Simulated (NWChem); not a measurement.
# HF/6-311+G(d,p) run of SO3 (sulfur trioxide)

Aim: the energy change on altering one bond length of SO3 (sulfur trioxide) at HF/6-311+G**, from 2 runs. 

Program for the calculation: NWChem 7.3.0.

1 further run of the same task is left out (set aside as unsound or not needed). Runs told in other sessions of the task aren't counted.

## 1. The structure to begin with

SO3 has 4 atoms, charge 0, and is taken as a singlet. As SMILES, `O=S(=O)=O`. The shape is that of a PBE0-D4/def2-TZVP optimisation.

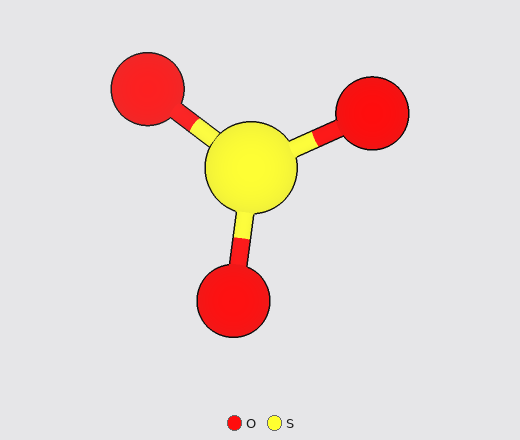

The structure, seen from a chosen angle (oxygen red, sulfur yellow).

## 2. Energy and gradient at HF/6-311+G(d,p)

File struct.nw:

```
start struct
memory total 2200 mb

geometry units au noautosym nocenter noautoz
   O   -2.11946013  -1.29372540   1.01425381
   S    0.00001890  -0.00005669  -0.00007559
   O    2.47353811  -0.61922546   0.83234877
   O   -0.35409688   1.91300755  -1.84654588
end

basis spherical bse
   O library 6-311+G**
   S library 6-311+G**
end

scf
   thresh 1e-08
   maxiter 80
   print low
end

task scf gradient
```

The run is started by

```
nwchem struct.nw > struct.out
```

What it wrote:

```text
[...]
  functions       =    96
[...]
  wavefunction    = RHF
[...]
         Total SCF energy =   -622.057570169444
      One-electron energy =  -1223.049045190063
      Two-electron energy =    416.502520499243
 Nuclear repulsion energy =    184.488954521376
        Time for solution =     20.2s
[...]
                         RHF ENERGY GRADIENTS
    atom               coordinates                        gradient
                 x          y          z           x          y          z
   1 O      -2.119460  -1.293725   1.014254   -0.027175  -0.016582   0.013011
   2 S       0.000019  -0.000057  -0.000076    0.000011  -0.000020  -0.000019
   3 O       2.473538  -0.619225   0.832349    0.031709  -0.007936   0.010680
   4 O      -0.354097   1.913008  -1.846546   -0.004546   0.024537  -0.023673
 Task  times  cpu:       26.0s     wall:       26.0s
 Total times  cpu:       26.0s     wall:       26.0s
```

It took 27 s on 1 thread of Intel Xeon Platinum 8259CL at 2.50GHz (Skylake/Cascade Lake), shared host; peak memory 0.1 GiB.

## 3. The distorted shape: a single-point energy at HF/6-311+G(d,p)

File work.nw:

```
start work
memory total 2200 mb

geometry noautosym nocenter noautoz
   O       -2.467478      -1.506113       1.180838
   S        0.000010      -0.000030      -0.000040
   O        1.308940      -0.327680       0.440460
   O       -0.187380       1.012320      -0.977150
end

basis spherical bse
   O library 6-311+G**
   S library 6-311+G**
end

scf
   thresh 1e-08
   maxiter 80
end

task scf
```

The run is started by

```
nwchem work.nw > work.out
```

What it wrote:

```text
[...]
  functions       =    96
[...]
  wavefunction    = RHF
[...]
         Total SCF energy =   -621.911223381815
      One-electron energy =  -1151.327996607383
      Two-electron energy =    381.679161280870
 Nuclear repulsion energy =    147.737611944697
        Time for solution =     74.3s
[...]
```

Run time: 76 s. Hardware: 1 thread of Intel Xeon Platinum 8259CL at 2.50GHz (Skylake/Cascade Lake), shared host; peak memory 0.099 GiB.

## 4. What came out

At HF/6-311+G**:

| quantity | value |
| --- | --- |
| first shape: total energy | -622.05757 Eh |
| first shape: largest force on an atom | 1.769 eV/Å |
| distorted shape: total energy | -621.91122 Eh |
| distorted shape: dipole moment | 2.07 D |
| distorted shape: HOMO energy | -13.74 eV |
| distorted shape: LUMO energy | -1.02 eV |
| distorted shape: HOMO–LUMO gap | 12.71 eV |
| energy change with the O1–S2 bond stretched from 1.419 to 3.123 Å | 3.982 eV |

**Reading.** With the O1–S2 bond stretched from 1.419 to 3.123 Å the energy rises by 3.98 eV (384 kJ/mol). The first shape isn't relaxed at this level, so the change isn't measured from a minimum. A restricted reference can't describe the breaking bond well at this length. The largest force (first shape) is 1.77 eV/Å: the shape isn't a stationary point for this species at this level. Mulliken charges (distorted shape) run from -0.35 on O3 to +0.71 on S2; in a basis this large or diffuse they mean little.
